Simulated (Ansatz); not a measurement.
Method: PBE (plane waves to 420 eV, PAW; Ansatz, a program for electronic structure).

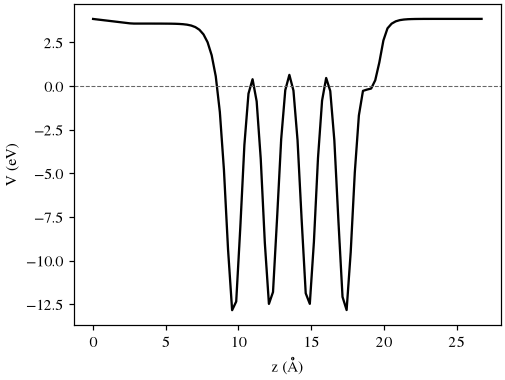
*Planar average of the electrostatic potential across the slab, in eV from the Fermi level, for Cu on the 1x1 (0001) surface of hcp Sc, one in a 2x2 cell, started at the site 'bridge Sc-Sc (span 3.3 Å)'*

Set-up: 17 atoms, 7.6 Å thick at the start under the adsorbate (thin: gaps and levels are the slab's own); mesh 5x5x1; 0.1 eV smearing; dipole correction on; 8 atoms held, the rest relaxed; start symmetry kept, larger cells not searched; no spin, no spin-orbit, no U, no dispersion correction. At the end it is bonded to 3 Sc. In PBE it is, or lies within 0.03 eV of, the lowest of the starts that converged.

The vacuum level lies 3.85 eV above the Fermi level over the top face and 3.58 eV above it under the bottom face.
